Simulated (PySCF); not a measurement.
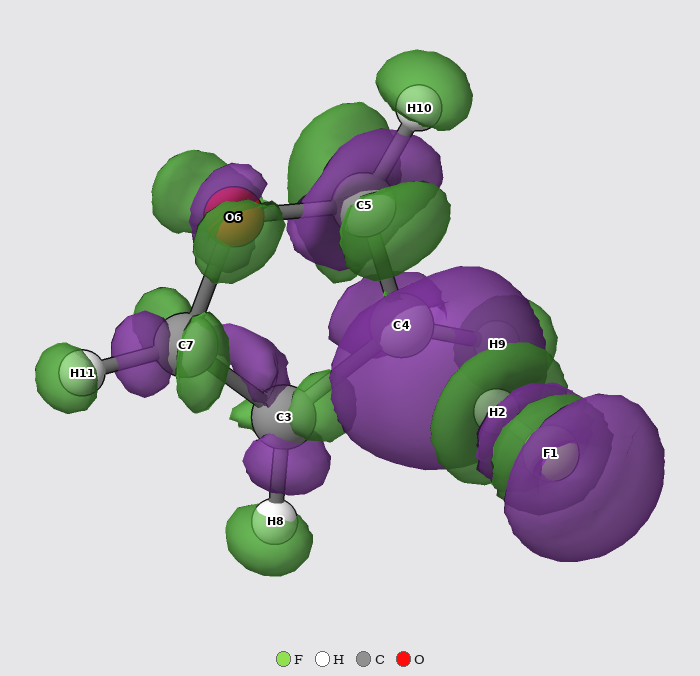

Figure. C$_{4}$H$_{5}$FO, SMILES `F.c1ccoc1`. Density of the complex less the densities of the two fragments at the same geometry, ±0.004 e/Å³ (purple: gain, green: loss). Fragment A: HF (atoms 1–2); fragment B: H4C4O.

Computed with PySCF, B3LYP/def2-SVPD, geometry: GFN2-xTB.

Coordinates in Å:

```
F1      -2.5090    0.0310    0.5376
H2      -1.6919    0.0074    0.0555
C3       0.4032    1.1025   -0.4762
C4      -0.1313   -0.1029   -1.0097
C5       0.4732   -1.1131   -0.3162
O6       1.3167   -0.6169    0.5959
C7       1.2728    0.7206    0.4973
H8       0.1647    2.1012   -0.7775
H9      -0.8077   -0.2011   -1.8367
H10      0.3790   -2.1789   -0.3793
H11      1.8955    1.2855    1.1615
```

> Which way does charge flow?

Hirshfeld charges show 0.044 e passing from B to A. By Hirshfeld charges, electrons gather most on F1 (−0.034 e) and leave C5 most (+0.014 e); 0.14 e is displaced in all, which induces a dipole of 1.07 D.

> What is the interaction energy, and which contacts carry it?

The counterpoise-corrected interaction energy of the frozen fragments is −2.6 kcal/mol without dispersion correction and −4.2 kcal/mol with D3(BJ). The pair geometry is semi-empirical, not a minimum at this level. Contacts: H2···C4, F–H···C contact, 1.89 Å, ρ = 0.031 a.u. The pose is a local one from a semi-empirical search, not shown to be the most stable.

The PySCF run took 41 s on 1 thread of Intel(R) Xeon(R) Platinum 8375C CPU @ 2.90GHz (Ice Lake) (shared host), peak memory 0.75 GiB.
